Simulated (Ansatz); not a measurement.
# Decaying states in the gap of Br2ClF

Wanted: the relaxed cell of Br2ClF, its band edges and its decay constants. It is built by putting F for part of the Cl in the BrCl structure of space group Cmcm, with the volume rescaled by atomic radii. The parent structure comes from the Materials Project.

Method: r2SCAN DFT, plane waves, PAW files, in the first sound run; inputs show where later runs differ, in Ansatz 0.2.0.

The structure was built from a prototype and need not be the compound's stable phase.

**1. Set-up**

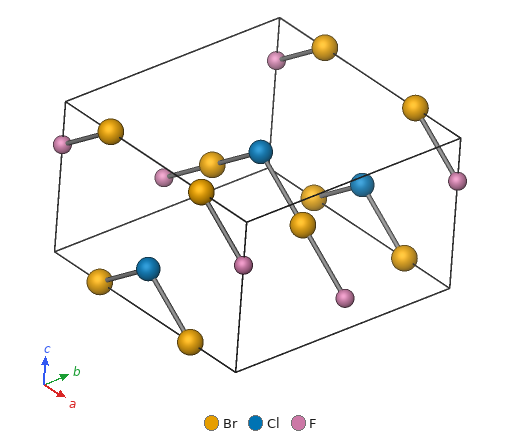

The starting structure, seen from a free direction (bromine orange, chlorine blue, fluorine pink). This picture shows the conventional cell, with its axes. Some periodic images of atoms are drawn too.

**2. Relaxing the new crystal**

The substituted atoms don't fit the parent's cell, so cell and atoms relax together. A small smearing keeps the run stable in case the gap closes on the way.

input.yaml

```yaml
crystal:
  lattice:
    - [3.7290382824, -2.3325067603, 0.0]
    - [3.7290382824, 2.3325067603, 0.0]
    - [0.0, 0.0, 7.3946032384]
  atoms:
    - { symbol: Br, position: [0.0, 0.0, 0.0] }
    - { symbol: Br, position: [0.0, 0.0, 0.5] }
    - { symbol: Cl, position: [0.286648, 0.713352, 0.25] }
    - { symbol: F, position: [0.713352, 0.286648, 0.75] }
kpoints:
  mp_grid: { grid: [6, 6, 4] }
scf:
  occupations: { method: gaussian, width: 0.03 }
hamiltonian:
  xc: r2scan
output:
  forces: true
  stress: true
relax:
  f_tol: 0.02
  max_steps: 60
  cell: {}
```

On the command line:

```
$ ansatz run input.yaml --threads 2 --pin off --max-ram 4096MiB --backend cpu --events-out ev --progress --plain --runs-dir out
```

Numbers of over 12 decimals in the logs are rounded to 6 here.

Output:

```text
Engine: ansatz 0.2.0, aarch64-unknown-linux-gnu
Pseudopotentials: kind: paw
Pseudopotential: Br, paw, valence charge 7, recommended cutoff 500 eV (meta_gga), Br.paw.azcp
Pseudopotential: Cl, paw, valence charge 7, recommended cutoff 500 eV (meta_gga), Cl.paw.azcp
Pseudopotential: F, paw, valence charge 7, recommended cutoff 500 eV (meta_gga), F.paw.azcp
Functional definition: r2SCAN
  parameter k0 = 0.174
  parameter k1 = 0.065
  parameter a1 = 4.9479
  exchange = r2scan_x(k0 = k0, k1 = k1, a1 = a1)
  correlation = r2scan_c
Crystal: 4 atoms, lattice volume = 128.637 Å³
Basis set: ecut = 500 eV, 3255 PW (Γ), exchange–correlation on 144×144×216 points (64 copies of the dense FFT grid, shifted against one another)
Bands: 18, of which v1, the nominal top of the filled ones, is band 14 counted from 1 (13 counted from 0)
Symmetry: 4 space group operations
Space group: Amm2 (ITA 38), of the structure as read, at distance tolerance 5.0e-5 Å
k-points: 39 of 144 (time reversal used)
Non-local potential: Br, projectors of the file, l = 0: 2, l = 1: 2, l = 2: 2
Non-local potential: Cl, projectors of the file, l = 0: 2, l = 1: 2, l = 2: 2
Non-local potential: F, projectors of the file, l = 0: 2, l = 1: 2, l = 2: 1
PAW form: soft (Blöchl's): semilocal exchange-correlation on the pseudo side does not see the compensation charge
PAW frozen core: Br, regenerated for the run's functional (the file was generated under x = pbe(κ = 0.804, μ = 0.219515), c = pbe(β = 0.066725))
PAW frozen core: Cl, regenerated for the run's functional (the file was generated under x = pbe(κ = 0.804, μ = 0.219515), c = pbe(β = 0.066725))
PAW frozen core: F, regenerated for the run's functional (the file was generated under x = pbe(κ = 0.804, μ = 0.219515), c = pbe(β = 0.066725))
PAW one-centre angular grid: Br, 302 points (default); XC on 160 Gauss nodes
PAW one-centre angular grid: Cl, 302 points (default); XC on 160 Gauss nodes
PAW one-centre angular grid: F, 302 points (default); XC on 160 Gauss nodes
Initial density: superposition of atomic densities (neutral atoms: chi_scale 0, normalization atom), corrected by the library's trained network
Initial wavefunctions: pseudopotential atomic-orbital guess
Functional: x = r2scan, c = r2scan; τ floored in thin density (d = 2e-4 eV/Å³)
SCF iter   1: F=—  HF=-7476.966642 eV  |F-HF|=—  |Δ(HF+E_count)|=         —  Δρ=6.94e-3  dr2=8.31e-2  dr2_τ=5.65e-2  ethr=1.77e-3  ⟨swp⟩=6.9  Hψ=4156  notcnv=0
preconditioner: auto → Resta (q_TF=auto, 2.116 Å⁻¹)  ε∞=3.3  [insulator: Δε(μ)=1.971 eV  Ē_g=10.918 eV  σ=0.030 eV  W_gap=1.00  n_scr=22 (ndim 8)  ℏωp=16.7 eV  f_vac=0.153  D(μ)=0.00/eV (n_scr^D=0)  ε∞_Penn≈3.3]
SCF iter   2: F=—  HF=-7476.982649 eV  |F-HF|=—  |Δ(HF+E_count)|=   1.60e-2  Δρ=6.92e-3  dr2=4.34e-2  dr2_τ=5.62e-3  ethr=2.97e-4  ⟨swp⟩=2.3  Hψ=1731  notcnv=0
SCF iter   3: F=—  HF=-7476.976806 eV  |F-HF|=—  |Δ(HF+E_count)|=   5.84e-3  Δρ=1.98e-3  dr2=2.52e-3  dr2_τ=2.09e-4  ethr=1.55e-4  ⟨swp⟩=2.0  Hψ=1083  notcnv=0
SCF iter   4: F=—  HF=-7476.977004 eV  |F-HF|=—  |Δ(HF+E_count)|=   1.98e-4  Δρ=6.42e-4  dr2=2.53e-4  dr2_τ=4.82e-5  ethr=8.99e-6  ⟨swp⟩=2.2  Hψ=1241  notcnv=0
SCF iter   5: F=—  HF=-7476.977061 eV  |F-HF|=—  |Δ(HF+E_count)|=   5.68e-5  Δρ=1.02e-4  dr2=1.72e-5  dr2_τ=5.33e-7  ethr=9.05e-7  ⟨swp⟩=2.9  Hψ=1340  notcnv=0
SCF iter   6: F=—  HF=-7476.977089 eV  |F-HF|=—  |Δ(HF+E_count)|=   2.86e-5  Δρ=2.46e-5  dr2=8.31e-7  dr2_τ=7.46e-8  ethr=6.14e-8  ⟨swp⟩=2.0  Hψ=1052  notcnv=0
SCF iter   7: F=-7476.977091 eV  HF=-7476.977091 eV  |F-HF|=3.99e-8  |Δ(HF+E_count)|=   1.27e-6  Δρ=4.37e-6  dr2=2.37e-8  dr2_τ=2.08e-9  ethr=3.57e-10  ⟨swp⟩=5.0  Hψ=2964  notcnv=0
SCF 1 converged in 7 iterations: F = -7476.977091 eV  dr2 = 2.37e-8
  greatest PAW one-centre occupation: 0.936 electrons in one spin orbital (limit 2), on the F atom at site 3 (counted from 0), in its partial waves of l = 0
relax step   1: F+E_penalty+E_count = -7476.97709058 eV  Δ(F+E_penalty+E_count) = +0.000e0 eV  max|allowed force component| = 1.260e0 eV/Å  Δτ_max = 0.0000 Å  P = -2.345 GPa  Ω = 128.637 Å³  (7 SCF iters, dr2 threshold 1.00e-7 eV, accepted)
Crystal: 4 atoms, lattice volume = 122.398 Å³
Basis set: ecut = 500 eV, 3119 PW (Γ), exchange–correlation on 144×144×216 points (64 copies of the dense FFT grid, shifted against one another)
Initial density: handed on by an earlier stage of this run
Initial wavefunctions: those handed on with the density
iter 1 solved again at ethr=1.51e-3 eV; its pass at ethr=3.10e-3 eV (dr2=4.24e-1 eV) is discarded
SCF iter   1: F=—  HF=-7477.240865 eV  |F-HF|=—  |Δ(HF+E_count)|=         —  Δρ=1.62e-2  dr2=4.25e-1  dr2_τ=6.17e-1  ethr=1.51e-3  ⟨swp⟩=1.0  Hψ=4460  notcnv=0
automatic band count: iteration 1 solves 17 bands in place of 18: the levels show a gap, and the empty bands left out lie too high to hold charge; the band table lists the bands solved (type scf.n_extra_bands for more)
preconditioner: auto → Resta (q_TF=auto, 2.134 Å⁻¹)  ε∞=3.8  [insulator: Δε(μ)=2.229 eV  Ē_g=10.181 eV  σ=0.030 eV  W_gap=1.00  n_scr=22 (ndim 8)  ℏωp=17.1 eV  f_vac=0.144  D(μ)=0.00/eV (n_scr^D=0)  ε∞_Penn≈3.8]
SCF iter   2: F=—  HF=-7477.246863 eV  |F-HF|=—  |Δ(HF+E_count)|=   6.00e-3  Δρ=1.39e-2  dr2=1.37e-1  dr2_τ=2.29e-2  ethr=1.51e-3  ⟨swp⟩=2.4  Hψ=1121  notcnv=0
SCF iter   3: F=—  HF=-7477.227538 eV  |F-HF|=—  |Δ(HF+E_count)|=   1.93e-2  Δρ=4.39e-3  dr2=1.49e-2  dr2_τ=1.20e-3  ethr=4.88e-4  ⟨swp⟩=2.1  Hψ=1378  notcnv=0
SCF iter   4: F=—  HF=-7477.227259 eV  |F-HF|=—  |Δ(HF+E_count)|=   2.80e-4  Δρ=9.05e-4  dr2=1.46e-3  dr2_τ=9.41e-5  ethr=5.32e-5  ⟨swp⟩=3.0  Hψ=1313  notcnv=0
SCF iter   5: F=—  HF=-7477.227354 eV  |F-HF|=—  |Δ(HF+E_count)|=   9.50e-5  Δρ=2.30e-4  dr2=8.51e-5  dr2_τ=4.41e-6  ethr=5.22e-6  ⟨swp⟩=2.5  Hψ=1217  notcnv=0
SCF iter   6: F=—  HF=-7477.227425 eV  |F-HF|=—  |Δ(HF+E_count)|=   7.17e-5  Δρ=7.66e-5  dr2=8.70e-6  dr2_τ=4.37e-7  ethr=3.04e-7  ⟨swp⟩=2.2  Hψ=1040  notcnv=0
SCF iter   7: F=—  HF=-7477.227431 eV  |F-HF|=—  |Δ(HF+E_count)|=   6.13e-6  Δρ=2.60e-5  dr2=9.11e-7  dr2_τ=7.95e-8  ethr=3.11e-8  ⟨swp⟩=2.0  Hψ=1199  notcnv=0
SCF iter   8: F=-7477.227432 eV  HF=-7477.227432 eV  |F-HF|=1.68e-9  |Δ(HF+E_count)|=   2.93e-7  Δρ=6.93e-6  dr2=9.31e-8  dr2_τ=6.64e-9  ethr=1.43e-9  ⟨swp⟩=5.0  Hψ=2659  notcnv=0
SCF 2 converged in 8 iterations: F = -7477.227432 eV  dr2 = 9.31e-8
  greatest PAW one-centre occupation: 0.937 electrons in one spin orbital (limit 2), on the F atom at site 3 (counted from 0), in its partial waves of l = 0
[...]
SCF iter   4: F=—  HF=-7477.246287 eV  |F-HF|=—  |Δ(HF+E_count)|=   3.73e-4  Δρ=3.22e-4  dr2=3.08e-4  dr2_τ=1.90e-5  ethr=1.26e-5  ⟨swp⟩=3.0  Hψ=1313  notcnv=0
SCF iter   5: F=—  HF=-7477.246315 eV  |F-HF|=—  |Δ(HF+E_count)|=   2.79e-5  Δρ=1.26e-4  dr2=2.18e-5  dr2_τ=1.19e-6  ethr=1.10e-6  ⟨swp⟩=2.7  Hψ=1132  notcnv=0
SCF iter   6: F=—  HF=-7477.246331 eV  |F-HF|=—  |Δ(HF+E_count)|=   1.61e-5  Δρ=4.50e-5  dr2=2.51e-6  dr2_τ=1.59e-7  ethr=7.78e-8  ⟨swp⟩=2.0  Hψ=975  notcnv=0
SCF iter   7: F=-7477.246332 eV  HF=-7477.246332 eV  |F-HF|=8.25e-8  |Δ(HF+E_count)|=   8.24e-7  Δρ=8.77e-6  dr2=9.97e-8  dr2_τ=1.27e-8  ethr=1.43e-9  ⟨swp⟩=5.1  Hψ=2915  notcnv=0
SCF 3 converged in 7 iterations: F = -7477.246332 eV  dr2 = 9.97e-8
  greatest PAW one-centre occupation: 0.938 electrons in one spin orbital (limit 2), on the F atom at site 3 (counted from 0), in its partial waves of l = 0
relax step   3: F+E_penalty+E_count = -7477.24633204 eV  Δ(F+E_penalty+E_count) = -1.890e-2 eV  max|allowed force component| = 2.278e-1 eV/Å  Δτ_max = 0.0314 Å  P = +0.363 GPa  Ω = 118.399 Å³  energy of the carried Pulay correction = +1.949e-3 eV  (7 SCF iters, dr2 threshold 4.00e-7 eV, accepted)
[...]
relax step   4: F+E_penalty+E_count = -7477.25529759 eV  Δ(F+E_penalty+E_count) = -8.966e-3 eV  max|allowed force component| = 9.963e-2 eV/Å  Δτ_max = 0.0184 Å  P = -0.100 GPa  Ω = 116.844 Å³  energy of the carried Pulay correction = +2.270e-3 eV  (6 SCF iters, dr2 threshold 4.00e-7 eV, accepted)
[...]
relax step   5: F+E_penalty+E_count = -7477.26349345 eV  Δ(F+E_penalty+E_count) = -8.196e-3 eV  max|allowed force component| = 1.108e-1 eV/Å  Δτ_max = 0.0153 Å  P = -0.362 GPa  Ω = 112.804 Å³  energy of the carried Pulay correction = +3.138e-3 eV  (7 SCF iters, dr2 threshold 4.00e-7 eV, accepted)
[...]
relax step   6: F+E_penalty+E_count = -7477.26703648 eV  Δ(F+E_penalty+E_count) = -3.543e-3 eV  max|allowed force component| = 4.744e-2 eV/Å  Δτ_max = 0.0030 Å  P = -0.131 GPa  Ω = 108.552 Å³  energy of the carried Pulay correction = +4.109e-3 eV  (6 SCF iters, dr2 threshold 4.00e-7 eV, accepted)
[...]
relax step   7: F+E_penalty+E_count = -7477.26787188 eV  Δ(F+E_penalty+E_count) = -8.354e-4 eV  max|allowed force component| = 1.162e-2 eV/Å  Δτ_max = 0.0102 Å  P = +0.012 GPa  Ω = 109.217 Å³  energy of the carried Pulay correction = +3.953e-3 eV  (6 SCF iters, dr2 threshold 3.76e-7 eV, accepted)
[...]
relax step   8: F+E_penalty+E_count = -7477.26790653 eV  Δ(F+E_penalty+E_count) = -3.465e-5 eV  max|allowed force component| = 8.019e-3 eV/Å  Δτ_max = 0.0059 Å  P = +0.039 GPa  Ω = 109.669 Å³  energy of the carried Pulay correction = +3.848e-3 eV  (7 SCF iters, dr2 threshold 6.28e-9 eV, accepted)
[...]
relax step   9: F+E_penalty+E_count = -7477.26797274 eV  Δ(F+E_penalty+E_count) = -6.622e-5 eV  max|allowed force component| = 6.893e-3 eV/Å  Δτ_max = 0.0027 Å  P = -0.004 GPa  Ω = 109.757 Å³  energy of the carried Pulay correction = +3.828e-3 eV  (7 SCF iters, dr2 threshold 1.25e-8 eV, accepted)
Basis set: ecut = 500 eV, 2791 PW (Γ), exchange–correlation on 120×120×216 points (64 copies of the dense FFT grid, shifted against one another)
Initial wavefunctions: pseudopotential atomic-orbital guess (no wavefunctions were taken with the density)
iter 1 solved again at ethr=2.78e-7 eV; its pass at ethr=3.10e-3 eV (dr2=7.79e-5 eV) is discarded
SCF iter   1: F=—  HF=-7477.264113 eV  |F-HF|=—  |Δ(HF+E_count)|=         —  Δρ=3.11e-4  dr2=9.57e-6  dr2_τ=4.84e-5  ethr=2.78e-7  ⟨swp⟩=4.2  Hψ=6578  notcnv=0
preconditioner: auto → Resta (q_TF=auto, 2.173 Å⁻¹)  ε∞=3.5  [insulator: Δε(μ)=2.060 eV  Ē_g=11.437 eV  σ=0.030 eV  W_gap=1.00  n_scr=22 (ndim 8)  ℏωp=18.1 eV  f_vac=0.071  D(μ)=0.00/eV (n_scr^D=0)  ε∞_Penn≈3.5]
SCF iter   2: F=—  HF=-7477.264148 eV  |F-HF|=—  |Δ(HF+E_count)|=   3.49e-5  Δρ=1.57e-4  dr2=3.29e-6  dr2_τ=6.55e-6  ethr=3.42e-8  ⟨swp⟩=2.2  Hψ=1082  notcnv=0
SCF iter   3: F=—  HF=-7477.264158 eV  |F-HF|=—  |Δ(HF+E_count)|=   1.03e-5  Δρ=7.22e-5  dr2=4.18e-6  dr2_τ=4.55e-7  ethr=1.18e-8  ⟨swp⟩=2.0  Hψ=1248  notcnv=0
SCF iter   4: F=—  HF=-7477.264161 eV  |F-HF|=—  |Δ(HF+E_count)|=   2.28e-6  Δρ=6.31e-6  dr2=2.30e-8  dr2_τ=7.31e-9  ethr=1.18e-8  ⟨swp⟩=2.5  Hψ=1089  notcnv=0
SCF iter   5: F=—  HF=-7477.264157 eV  |F-HF|=—  |Δ(HF+E_count)|=   3.77e-6  Δρ=1.69e-6  dr2=5.98e-10  dr2_τ=7.37e-10  ethr=8.20e-11  ⟨swp⟩=2.3  Hψ=1216  notcnv=0
SCF iter   6: F=-7477.264157 eV  HF=-7477.264157 eV  |F-HF|=3.09e-11  |Δ(HF+E_count)|=   1.98e-9  Δρ=2.10e-7  dr2=2.75e-11  dr2_τ=8.08e-12  ethr=1.00e-12  ⟨swp⟩=4.0  Hψ=3437  notcnv=0
SCF 10 converged in 6 iterations: F = -7477.264157 eV  dr2 = 2.75e-11
relax step  10: F+E_penalty+E_count = -7477.26415680 eV  Δ(F+E_penalty+E_count) = +3.816e-3 eV  max|allowed force component| = 6.575e-3 eV/Å  Δτ_max = 0.0000 Å  P = -0.002 GPa  Ω = 109.757 Å³  stress off target by 1.20e-2 GPa  SCF on the basis re-selected at this cell (its energy is not comparable with the rows above)  (6 SCF iters)
basis re-selected at this cell: Δ(F+E_penalty+E_count) = +3.816e-3 eV, ΔP = +0.002 GPa vs the last step (what re-selecting the basis moved, of the pressure what is left beyond the Pulay correction that the steps carried, after the strain that the cell walked since its last selection, with what the two solves' SCF thresholds leave and, on support functions, any second-order correction that the steps lacked; it is no measure of the basis error at this ecutwfc). The dense FFT grid was sized anew with the basis: this SCF ran on 30×30×54 points, the steps before it on 36×36×54, so part of this shift can come from that change (see relax.cell in the input reference). [rest of the remark cut]
SCF converged after 6 iterations
Free energy (F): -7477.264157 eV
Harris-Foulkes:  -7477.264157 eV  (|F-HF|=3.09e-11)
Internal energy: -7477.264157 eV  (E = F + TS)
E sigma→0 (E₀):  -7477.264157 eV
Fermi energy:    1.587016 eV
--- Per-component energies (eV) ---
  E_band       = -175.512418
  E_kinetic    = 627.569061
  E_local      = -1553.230353  (includes V_loc(G=0)·N_el)
  E_nonlocal   = 241.333477
  E_hartree    = 519.651412
  E_xc         = -678.084528
  E_vxc        = -471.872008  (∫ρ·V_xc dr)
  E_paw        = -5410.102107  (= ΣΔE_a)
  E_vpaw       = -85.913840  (= ΣTr[D̂ρ^β])
  E_aug_tail   = 0.001037  (compensation charges beyond the density's cutoff)
  E_vtau       = 27.297454  (kinetic-family band-sum trace: ∫τ·v_τ [+ j·A + Jᵃ·Aᵃ] dr)
  E_ewald      = -1223.917969
  E_core_change = -0.484186  (= ΣΔE_core)
  E_smearing   = -0.000000  (= −TS)
  E_closure    = -0.000000  (closes the sum)
  Σ components = -7477.264157   (vs F -7477.264157, Δ=0.00e0)
--- Forces (eV/Å), atoms counted from 1 ---
  atom   1  Br     0.00000000    -0.00406461     0.00285496
  atom   2  Br     0.00000000    -0.00406461    -0.00285496
  atom   3  Cl     0.00000000     0.00657445     0.00000000
  atom   4  F      0.00000000     0.00155442     0.00000000
  max |Σ_I F_I| component: 3.52e-7 eV/Å
--- Stress (GPa, compression-positive) ---
       -0.012012       0.000000       0.000000
        0.000000       0.004669       0.000000
        0.000000       0.000000       0.001559
  P = ⅓ Tr σ = -0.0019 GPa (-0.019 kbar)
--- Relaxed structure (9 steps of the walk, 9 accepted, 1 SCFs on fresh bases) ---
  F+E_penalty+E_count = -7477.26415680 eV   max|allowed force component| = 6.575e-3 eV/Å   (the final SCF, on the basis selected at the relaxed cell)
  cell:  # Å, volume = 109.7567 Å³
    - [3.337933, -2.262458, 0.0]
    - [3.337933, 2.262458, 0.0]
    - [0.0, 0.0, 7.266796]
  atoms:
    - { symbol: Br, position: [-0.010039, 0.010039, -0.010759] }
    - { symbol: Br, position: [-0.010039, 0.010039, 0.510759] }
    - { symbol: Cl, position: [0.282271, 0.717729, 0.25] }
    - { symbol: F, position: [0.737808, 0.262192, 0.750000] }
```

Elapsed: 67 s, on 2 threads of Arm Neoverse V2, shared host; peak memory 0.65 GiB; 2.2 min of CPU time.

Relaxation path:

| step | energy less that of the first step (eV) | largest force component (eV/Å) | pressure (GPa) | volume (Å³) |
| --- | --- | --- | --- | --- |
| 1 | 0.0000 | 1.2597 | -2.35 | 128.64 |
| 2 | -0.2503 | 0.3393 | -0.33 | 122.40 |
| 3 | -0.2692 | 0.2278 | 0.36 | 118.40 |
| 4 | -0.2782 | 0.0996 | -0.10 | 116.84 |
| 5 | -0.2864 | 0.1108 | -0.36 | 112.80 |
| 6 | -0.2899 | 0.0474 | -0.13 | 108.55 |
| 7 | -0.2908 | 0.0116 | 0.01 | 109.22 |
| 8 | -0.2908 | 0.0080 | 0.04 | 109.67 |
| 9 | -0.2909 | 0.0069 | 0.00 | 109.76 |
| 10* | -0.2871 | 0.0066 | 0.00 | 109.76 |

Relaxation steps marked * repeat the geometry before them on a plane-wave basis chosen anew for their cell, so energy and pressure can jump there.

Forces are held to the 4 operations that the run works with; a distortion that breaks them can't arise in this run.

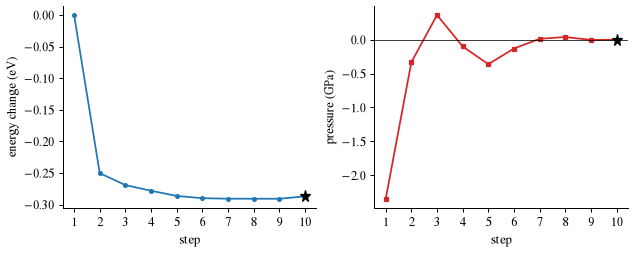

Energy and pressure along the relaxation. Stars mark steps on a basis chosen anew.

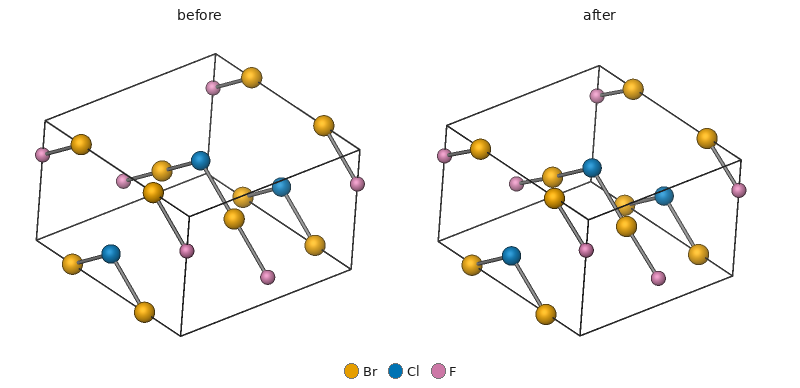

The structure before and after the relaxation, drawn at the same scale.

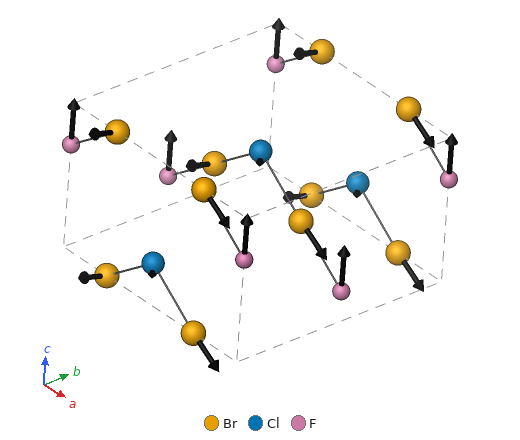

Displacements in the relaxation, exaggerated, measured against the changing cell; the longest in the cell stands for 0.11 Å. Some periodic images of atoms are drawn too.

| conventional cell, symmetrised | before | after | change |
| --- | --- | --- | --- |
| a (Å) | 7.395 | 7.267 | -1.7 % |
| b (Å) | 7.458 | 6.676 | -10.5 % |
| c (Å) | 4.665 | 4.525 | -3.0 % |
| volume (Å³/atom) | 32.16 | 27.44 | -14.7 % |

The atoms that moved most (Å, as changes of fractional coordinates times the final cell):

| atom | dx | dy | dz | length |
| --- | --- | --- | --- | --- |
| F4 | 0.000 | -0.111 | 0.000 | 0.111 |
| Br2 | 0.000 | 0.045 | 0.078 | 0.090 |
| Br1 | 0.000 | 0.045 | -0.078 | 0.090 |
| Cl3 | 0.000 | 0.020 | 0.000 | 0.020 |

Final coordinates:

```xyz
4
Lattice="3.3379 -2.2625 0.0000 3.3379 2.2625 0.0000 0.0000 0.0000 7.2668" Properties=species:S:1:pos:R:3 pbc="T T T"
Br    0.0000    0.0454   -0.0782
Br    0.0000    0.0454    3.7116
Cl    3.3379    0.9852    1.8167
F     3.3379   -1.0761    5.4501
```

Numbers from this step:

```
free energy  : -7477.2642 eV
Fermi energy : 1.587 eV
pressure     : -0.001928 GPa
```

The largest force component on a free atom ends at 0.0066 eV/Å.

(Part 1 of 3 ends here.)

[Logs are printed without paths, hosts, clocks, repeated set-up lines and the standing remarks that a program may print on its own settings, such as how far it seeks lower states.]

[Hosts, paths, dates, database ids (printed as entryN), source tags and the programs' standing remarks are cut or masked in the printed files.]
